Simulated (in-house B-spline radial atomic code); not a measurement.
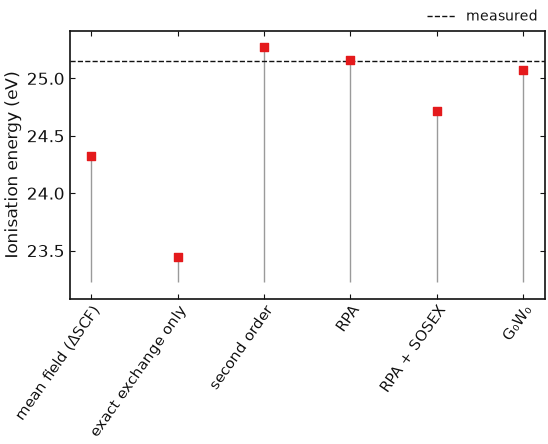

The ionisation energy of B⁺ ([He] 2s² → [He] 2s) across levels of theory. All-electron spherical atom, scalar X2C, r2SCAN0 start, no spin-orbit coupling, Breit or QED terms; computed with a B-spline radial code. Differences of total energies, each species on its own start, beside the G₀W₀ level.

**Summarise the spread and list the values.**

The values run from 23.44 eV (exact exchange only) to 25.27 eV (second order). The measured value is 25.15 eV; nearest to it come RPA (+0.01) and G₀W₀ (−0.08), furthest exact exchange only (−1.71 eV).

```tsv
Method	Ionisation energy (eV)
mean field (ΔSCF)	24.32
exact exchange only	23.44
second order	25.27
RPA	25.16
RPA + SOSEX	24.71
G₀W₀	25.08
```
